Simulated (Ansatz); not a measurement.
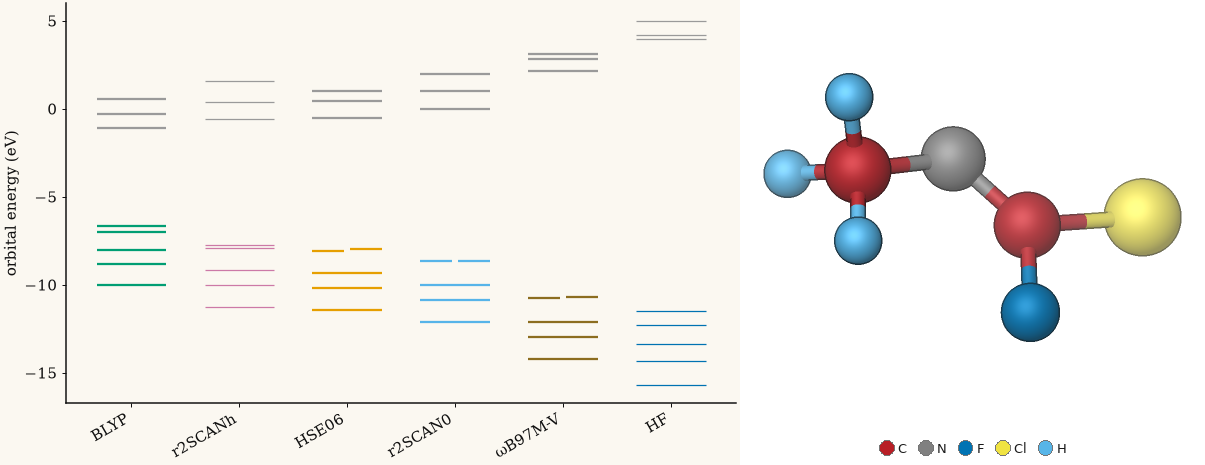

Frontier orbital energies of C₂H₃ClFN, SMILES C/N=C(\F)Cl at one geometry, def2-TZVPP, the Ansatz code 0.2.0, at a PBE0-D4/def2-TZVP geometry (a minimum by its frequencies). Empty levels are grey, levels within 0.1 eV stand side by side; all columns show the same few orbitals around the gap.

> How do the frontier levels move from column to column?

The separation grows from 5.61 eV (BLYP) to 15.45 eV (HF).

| level | HOMO (eV) | LUMO (eV) | separation (eV) |
| --- | --- | --- | --- |
| BLYP | −6.68 | −1.07 | 5.61 |
| r2SCANh | −7.74 | −0.59 | 7.15 |
| HSE06 | −7.97 | −0.50 | 7.47 |
| r2SCAN0 | −8.62 | 0.01 | 8.63 |
| ωB97M-V | −10.68 | 2.18 | 12.86 |
| HF | −11.47 | 3.98 | 15.45 |

Caveats, for all or some of the runs: empty levels above zero depend strongly on the basis.
